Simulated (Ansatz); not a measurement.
**Site preference of As in place of Si in a frame of glassy nearly rigid 60TiO2-40SiO2 (mol %) from 1500 K (141 atoms)**

Aim: make As in place of Si at several sites of a frame of glassy nearly rigid 60TiO2-40SiO2 (mol %) from 1500 K (141 atoms), relax each, and compare their energies.

Program: Ansatz 0.2.0. Level of theory: Kohn-Sham DFT, RPBE, PAW (set soft_1), plane waves. Results are calculated unless marked as measured.

### Step 1. The starting structure

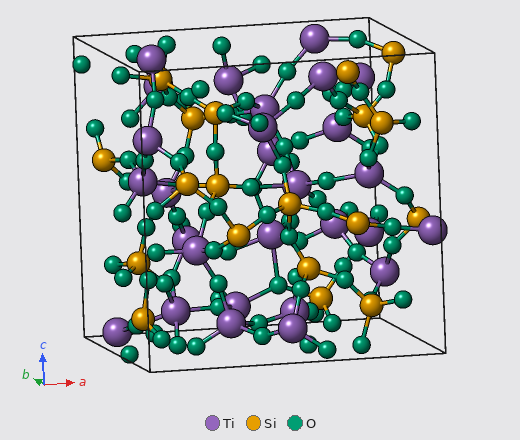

Start, viewed slightly off an axis; titanium purple, silicon orange, oxygen teal. Bonds to atoms that aren't drawn are left out. Some periodic images of atoms are drawn too.

The cell holds 141 atoms: 28 Ti, 19 Si and 94 O. Its edges and angles: a = 12.901 Å, b = 12.901 Å, c = 12.901 Å, α = 90.0°, β = 90.0°, γ = 90.0°. 141 atoms (28 Ti, 19 Si, 94 O) placed at random at 2.96 g/cm³, melted at 4000 K for 10 ps at fixed volume with the Morse and Coulomb pair potential with partial charges (Pedone, Malavasi, Menziani, Cormack and Segre, J. Phys. Chem. B 110, 11780 (2006)). Snapshot at the end of a hold of 10 ps at 1500 K and zero pressure.

Limits known from the start: The network of bonds at the start is that of the classical potential that made the cell, and needn't be the one that DFT or experiment would give. Only the Γ point is sampled, in a cell whose shortest periodic width is 13 Å.

### Step 2. Single point at the start

The forces at the start show how far the geometry lies from a minimum of this functional.

input.yaml reads:

```yaml
crystal:
  lattice:
    - [12.90086, 0.0, 0.0]
    - [0.0, 12.90086, 0.0]
    - [0.0, 0.0, 12.90086]
  atoms:
    - { symbol: Ti, position: [0.50137, 0.91934, 0.83233] }
    - { symbol: Ti, position: [0.81094, 0.68322, 0.68406] }
    - { symbol: Ti, position: [0.51243, 0.11742, 0.10007] }
    - { symbol: Ti, position: [0.32727, 0.85922, 0.31743] }
    - { symbol: Ti, position: [0.68524, 0.29624, 0.90678] }
    - { symbol: Ti, position: [0.93638, 0.82848, 0.30964] }
    - { symbol: Ti, position: [0.48001, 0.83685, 0.0904] }
    - { symbol: Ti, position: [0.09882, 0.9409, 0.0169] }
    - { symbol: Ti, position: [0.11362, 0.32142, 0.99677] }
    - { symbol: Ti, position: [0.82469, 0.27782, 0.5773] }
    - { symbol: Ti, position: [0.98449, 0.05946, 0.4034] }
    - { symbol: Ti, position: [0.90401, 0.45747, 0.22417] }
    - { symbol: Ti, position: [0.78408, 0.6518, 0.36798] }
    - { symbol: Ti, position: [0.61055, 0.8412, 0.32131] }
    - { symbol: Ti, position: [0.62414, 0.48717, 0.52729] }
    - { symbol: Ti, position: [0.10352, 0.48138, 0.57223] }
    - { symbol: Ti, position: [0.62602, 0.86207, 0.5958] }
    - { symbol: Ti, position: [0.25052, 0.71775, 0.10363] }
    - { symbol: Ti, position: [0.27029, 0.94845, 0.8243] }
    - { symbol: Ti, position: [0.59314, 0.44676, 0.11238] }
    - { symbol: Ti, position: [0.45224, 0.19072, 0.76382] }
    - { symbol: Ti, position: [0.23691, 0.29625, 0.35559] }
    - { symbol: Ti, position: [0.35122, 0.32737, 0.10244] }
    - { symbol: Ti, position: [0.93392, 0.86516, 0.82067] }
    - { symbol: Ti, position: [0.73446, 0.63293, 0.9897] }
    - { symbol: Ti, position: [0.07438, 0.24836, 0.7372] }
    - { symbol: Ti, position: [0.22772, 0.68879, 0.50231] }
    - { symbol: Ti, position: [0.54505, 0.57621, 0.77338] }
    - { symbol: Si, position: [0.10717, 0.60938, 0.28504] }
    - { symbol: Si, position: [0.71408, 0.04312, 0.94917] }
    - { symbol: Si, position: [0.99557, 0.32238, 0.41081] }
    - { symbol: Si, position: [0.97133, 0.50845, 0.94237] }
    [... 103 atom lines left out ...]
    - { symbol: O, position: [0.40834, 0.03831, 0.80008] }
    - { symbol: O, position: [0.15928, 0.16244, 0.67084] }
    - { symbol: O, position: [0.8578, 0.97356, 0.76149] }
    - { symbol: O, position: [0.59932, 0.54518, 0.6488] }
    - { symbol: O, position: [0.20418, 0.9971, 0.92958] }
    - { symbol: O, position: [0.45778, 0.9886, 0.09918] }
kpoints:
  mp_grid: { grid: [1, 1, 1] }
hamiltonian:
  xc: rpbe
  pseudopotentials: { kind: paw, azcp: { folder: soft_1 } }
scf:
  occupations: { method: fermi_dirac, width: 0.129 }
output:
  forces: true
```

Started as:

```sh
$ ansatz run input.yaml --threads 4 --pin off --max-ram 15872MiB --backend cpu --events-out ev --progress --plain --runs-dir out
```

Numbers of over 12 decimals in the logs are rounded to 6 here.

Log:

```text
band count auto-derived: 636 (N_el = 976.0; filled up to band 488; 629 by the electrons, moments and atoms)
[...]
Pseudopotentials: kind: paw
Pseudopotential: Ti, paw, valence charge 12, recommended cutoff 420 eV (normal), soft_1/Ti.paw.azcp
Pseudopotential: Si, paw, valence charge 4, recommended cutoff 420 eV (normal), soft_1/Si.paw.azcp
Pseudopotential: O, paw, valence charge 6, recommended cutoff 420 eV (normal), soft_1/O.paw.azcp
[... 5 lines on functional and potentials left out ...]
Crystal: 141 atoms, lattice volume = 2147.118 Å³
Basis set: ecut = 420 eV, 41923 PW (Γ), exchange–correlation on 180×180×180 points (8 copies of the dense FFT grid, shifted against one another)
Bands: 636, of which v1, the nominal top of the filled ones, is band 488 counted from 1 (487 counted from 0)
Symmetry: 1 space group operations
Space group: P1 (ITA 1), of the structure as read, at distance tolerance 1.3e-4 Å
k-points: 1
[... 10 lines on functional and potentials left out ...]
Initial density: superposition of atomic densities (chi_scale 0.1, normalization cell, long waves kept (reshape's long-wave potential 0.81 eV rms))
Initial wavefunctions: pseudopotential atomic-orbital guess
[...]
SCF iter   1: F=—  HF=-135970.093711 eV  |F-HF|=—  |Δ(HF+E_count)|=         —  Δρ=1.02e-1  dr2=5.30e2  ethr=3.10e-3  ⟨swp⟩=6.0  Hψ=2415  notcnv=0  defer=11
preconditioner: auto → LDOS  [metal: Δε(μ)=0.166 eV  Ē_g=10.181 eV  σ=0.129 eV  W_gap=0.29  n_scr=484 (ndim 8)  ℏωp=22.0 eV  f_vac=0.095  D(μ)=26.17/eV (n_scr^D=122)  β→1.0]
[...]
SCF iter  18: F=—  HF=-135896.334855 eV  |F-HF|=—  |Δ(HF+E_count)|=   9.76e-7  Δρ=3.36e-6  dr2=2.17e-7  ethr=7.52e-11  ⟨swp⟩=2.0  Hψ=1068  notcnv=0  defer=50
SCF iter  19: F=-135896.334855 eV  HF=-135896.334855 eV  |F-HF|=3.43e-9  |Δ(HF+E_count)|=   1.47e-7  Δρ=1.67e-6  dr2=5.54e-8  ethr=1.02e-11  ⟨swp⟩=15.0  Hψ=3490  notcnv=0
SCF 1 converged in 19 iterations: F = -135896.334855 eV  dr2 = 5.54e-8
[...]
SCF converged after 19 iterations
Free energy (F): -135896.334855 eV
Harris-Foulkes:  -135896.334855 eV  (|F-HF|=3.43e-9)
Internal energy: -135896.260795 eV  (E = F + TS)
E sigma→0 (E₀):  -135896.297825 eV
Entropy (-TS):   -0.074060 eV (-0.525 meV/atom)
Fermi energy:    4.386330 eV
--- Per-component energies (eV) ---
[...]
Σ components = -135896.334855   (vs F -135896.334855, Δ=0.00e0)
--- Forces (eV/Å), atoms counted from 1 ---
  atom   1  Ti     1.44626274     3.19042865     0.80132949
  atom   2  Ti    -0.75425650     4.25592875     0.05267714
  atom   3  Ti     0.34191984    -3.84307525     2.75363670
  atom   4  Ti     1.05051228    -4.95870254    -3.16556946
[...]
atom 141  O     -0.90398683    -1.16442864     0.79008280
  max |Σ_I F_I| component: 6.54e-5 eV/Å
```

The job ended after 2.3 min (4 threads of Arm Neoverse V1, shared host; peak memory 3.5 GiB; 9 min of CPU time).

In the SCF lines HF is the Harris–Foulkes energy and dr2 the Hartree energy of the density residual, in eV; the loop may stop once dr2 is under the threshold and the program's other checks hold. Hψ counts applications of the Hamiltonian.

The r.m.s. force at the start is 2.2 eV/Å.

### Step 3. Relaxation

With the cell held, the atoms are moved downhill towards a nearby minimum.

input.yaml reads:

```yaml
crystal:
  lattice:
    - [12.90086, 0.0, 0.0]
    - [0.0, 12.90086, 0.0]
    - [0.0, 0.0, 12.90086]
  atoms:
    [... the 141 atom lines of step 2 ...]
kpoints:
  mp_grid: { grid: [1, 1, 1] }
hamiltonian:
  xc: rpbe
  pseudopotentials: { kind: paw, azcp: { folder: soft_1 } }
scf:
  occupations: { method: fermi_dirac, width: 0.129 }
output:
  forces: true
relax:
  f_tol: 0.05
  max_steps: 120
```

Log:

```text
[...]
Crystal: 141 atoms, lattice volume = 2147.118 Å³
Basis set: ecut = 420 eV, 41923 PW (Γ), exchange–correlation on 180×180×180 points (8 copies of the dense FFT grid, shifted against one another)
Bands: 636, of which v1, the nominal top of the filled ones, is band 488 counted from 1 (487 counted from 0)
Symmetry: 1 space group operations
[...]
k-points: 1
[...]
SCF iter   1: F=—  HF=-135970.093710 eV  |F-HF|=—  |Δ(HF+E_count)|=         —  Δρ=1.02e-1  dr2=5.30e2  ethr=3.10e-3  ⟨swp⟩=6.0  Hψ=2415  notcnv=0  defer=11
[...]
SCF iter  14: F=—  HF=-135896.334800 eV  |F-HF|=—  |Δ(HF+E_count)|=   1.26e-4  Δρ=5.50e-5  dr2=3.93e-5  ethr=3.84e-8  ⟨swp⟩=2.0  Hψ=1151  notcnv=0  defer=50
SCF iter  15: F=-135896.334848 eV  HF=-135896.334843 eV  |F-HF|=5.11e-6  |Δ(HF+E_count)|=   4.36e-5  Δρ=2.58e-5  dr2=1.04e-5  ethr=4.03e-9  ⟨swp⟩=4.0  Hψ=1617  notcnv=0
SCF 1 converged in 15 iterations: F = -135896.334848 eV  dr2 = 1.04e-5
[...]
relax step   1: F+E_penalty+E_count = -135896.33484836 eV  Δ(F+E_penalty+E_count) = +0.000e0 eV  max|allowed force component| = 8.032e0 eV/Å  Δτ_max = 0.0000 Å  (15 SCF iters, dr2 threshold 6.25e-5 eV, accepted)
[...]
relax step   2: F+E_penalty+E_count = -135913.92570103 eV  Δ(F+E_penalty+E_count) = -1.759e1 eV  max|allowed force component| = 4.217e0 eV/Å  Δτ_max = 0.1947 Å  (9 SCF iters, dr2 threshold 1.00e-4 eV, accepted)
[...]
relax step   3: F+E_penalty+E_count = -135923.34071454 eV  Δ(F+E_penalty+E_count) = -9.415e0 eV  max|allowed force component| = 1.472e0 eV/Å  Δτ_max = 0.1948 Å  (9 SCF iters, dr2 threshold 1.00e-4 eV, accepted)
relax step   4: F+E_penalty+E_count = -135925.94222761 eV  Δ(F+E_penalty+E_count) = -2.602e0 eV  max|allowed force component| = 9.768e-1 eV/Å  Δτ_max = 0.2000 Å  (8 SCF iters, dr2 threshold 1.00e-4 eV, accepted)
relax step   5: F+E_penalty+E_count = -135927.51756048 eV  Δ(F+E_penalty+E_count) = -1.575e0 eV  max|allowed force component| = 5.034e-1 eV/Å  Δτ_max = 0.1918 Å  (8 SCF iters, dr2 threshold 1.00e-4 eV, accepted)
relax step   6: F+E_penalty+E_count = -135928.17614989 eV  Δ(F+E_penalty+E_count) = -6.586e-1 eV  max|allowed force component| = 4.807e-1 eV/Å  Δτ_max = 0.2000 Å  (9 SCF iters, dr2 threshold 6.73e-5 eV, accepted)
relax step   7: F+E_penalty+E_count = -135928.55473348 eV  Δ(F+E_penalty+E_count) = -3.786e-1 eV  max|allowed force component| = 4.014e-1 eV/Å  Δτ_max = 0.2000 Å  (8 SCF iters, dr2 threshold 6.14e-5 eV, accepted)
relax step   8: F+E_penalty+E_count = -135928.82763787 eV  Δ(F+E_penalty+E_count) = -2.729e-1 eV  max|allowed force component| = 3.090e-1 eV/Å  Δτ_max = 0.2000 Å  (8 SCF iters, dr2 threshold 1.00e-4 eV, accepted)
relax step   9: F+E_penalty+E_count = -135928.97665242 eV  Δ(F+E_penalty+E_count) = -1.490e-1 eV  max|allowed force component| = 3.398e-1 eV/Å  Δτ_max = 0.2000 Å  (9 SCF iters, dr2 threshold 5.66e-5 eV, accepted)
relax step  10: F+E_penalty+E_count = -135928.98220120 eV  Δ(F+E_penalty+E_count) = -5.549e-3 eV  max|allowed force component| = 6.979e-1 eV/Å  Δτ_max = 0.0734 Å  (7 SCF iters, dr2 threshold 6.84e-5 eV, accepted)
relax step  11: F+E_penalty+E_count = -135929.01147048 eV  Δ(F+E_penalty+E_count) = -2.927e-2 eV  max|allowed force component| = 1.285e-1 eV/Å  Δτ_max = 0.0722 Å  (7 SCF iters, dr2 threshold 1.00e-4 eV, accepted)
relax step  12: F+E_penalty+E_count = -135929.01519288 eV  Δ(F+E_penalty+E_count) = -3.722e-3 eV  max|allowed force component| = 9.642e-2 eV/Å  Δτ_max = 0.0347 Å  (11 SCF iters, accepted)
relax step  13: F+E_penalty+E_count = -135929.01488783 eV  Δ(F+E_penalty+E_count) = +3.050e-4 eV  max|allowed force component| = 9.055e-2 eV/Å  Δτ_max = 0.0381 Å  (11 SCF iters, rejected (line search))
[...]
relax step  14: F+E_penalty+E_count = -135929.01822520 eV  Δ(F+E_penalty+E_count) = -3.032e-3 eV  max|allowed force component| = 3.075e-2 eV/Å  Δτ_max = 0.0191 Å  (10 SCF iters, accepted)
NSCF: frozen V_eff on 1 k-points
the band table was solved once a step of the walk had ended and its energy, with any forces and stress, was formed, with the checks that follow a solve (1946 applications of the Hamiltonian). They found nothing against the state; the energy, forces and stress were not computed again (output.eigenvalues in the input reference)
SCF converged after 10 iterations
Free energy (F): -135929.018225 eV
[...]
Internal energy: -135929.017615 eV  (E = F + TS)
E sigma→0 (E₀):  -135929.017920 eV
Entropy (-TS):   -0.000610 eV (-0.004 meV/atom)
Fermi energy:    4.392850 eV
[...]
Σ components = -135929.018225   (vs F -135929.018225, Δ=0.00e0)
--- Forces (eV/Å), atoms counted from 1 ---
  atom   1  Ti     0.01795751    -0.00880926    -0.02507185
  atom   2  Ti     0.00581275    -0.00893829    -0.01228709
  atom   3  Ti    -0.00331866     0.00218008     0.00253708
  atom   4  Ti     0.01346495    -0.00848423     0.00167731
[...]
atom 141  O      0.00212121     0.01661750    -0.00358373
  max |Σ_I F_I| component: 1.13e-4 eV/Å
--- Band table (eV) ---
[...]
--- Relaxed structure (14 steps of the walk, 13 accepted, 0 SCFs on fresh bases) ---
  F+E_penalty+E_count = -135929.01822520 eV   max|allowed force component| = 3.075e-2 eV/Å
  atoms:
    - { symbol: Ti, position: [0.511203, 0.930327, 0.811448] }
    - { symbol: Ti, position: [0.812876, 0.686652, 0.693569] }
    - { symbol: Ti, position: [0.494748, 0.130084, 0.091161] }
    - { symbol: Ti, position: [0.327334, 0.862045, 0.315865] }
[...]
- { symbol: O, position: [0.432635, 1.005832, 0.089082] }
```

Elapsed: 13 min, on 4 threads; peak memory 3.8 GiB.

The relaxation converged after 14 steps, 32.7 eV below its start, with a largest force component of 0.031 eV/Å.

[end of part 1 of 3]

[Logs are printed without paths, hosts, clocks, repeated set-up lines and the standing remarks that a program may print on its own settings, such as how far it seeks lower states.]

[Hosts, paths, dates, database ids (printed as entryN), source tags and the programs' standing remarks are cut or masked in the printed files.]
